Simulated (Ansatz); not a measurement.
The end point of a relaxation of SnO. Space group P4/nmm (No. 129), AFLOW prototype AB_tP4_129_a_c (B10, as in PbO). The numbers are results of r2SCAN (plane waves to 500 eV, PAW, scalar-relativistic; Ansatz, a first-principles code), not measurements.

```xyz
4
Lattice="3.8075 0.0000 0.0000 0.0000 3.8075 0.0000 0.0000 0.0000 4.9396" Properties=species:S:1:pos:R:3 pbc="T T T"
Sn     0.0000     1.9038     3.6172
Sn     1.9038     0.0000     1.3223
O      1.9038     1.9038     2.4698
O      0.0000     0.0000     2.4698
```

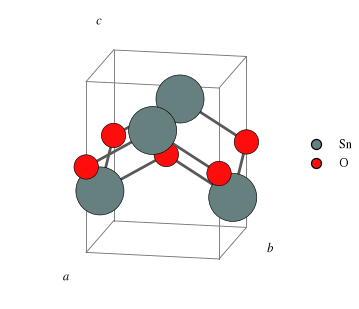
Figure: The conventional cell of the relaxed structure

* **Volume per atom**: 17.90 Å³
* **Band gap**: 0.37 eV, indirect (valence top at Γ, conduction bottom at M) (no spin-orbit coupling)
* **Smallest direct gap**: 2.36 eV at 12 % of the way from Γ to Z
* **Shortest distances**: O–Sn 2.22 Å; O–O 2.69 Å; Sn–Sn 3.54 Å
* **k-mesh**: 9×9×7

Band energies at high-symmetry points (eV from the VBM; labels of this space group; no spin-orbit coupling), from −5 eV up to 3.6 eV:

```csv
point,energies
Γ,-3.85 -3.55 -3.55 0.00 2.37
X,-2.88 -2.88 3.38 3.38
M,-2.88 -2.88 -2.09 -2.09 0.37 0.37
Z,-3.91 -3.56 -3.56 -3.24 -2.51 2.04 3.30 3.30
R,-1.98 -1.98 2.71 2.71
A,-2.88 -2.88 -2.79 -2.79 2.56 2.56
```

No spin polarisation in the result.

The run could not lose the symmetry of its start; a randomly shaken copy of 8 atoms returns to this structure.

The first start was generated by placing the elements on the sites of a structure type. A measured structure of SnO has the same space group, P4/nmm (No. 129); the sites were not compared with it.
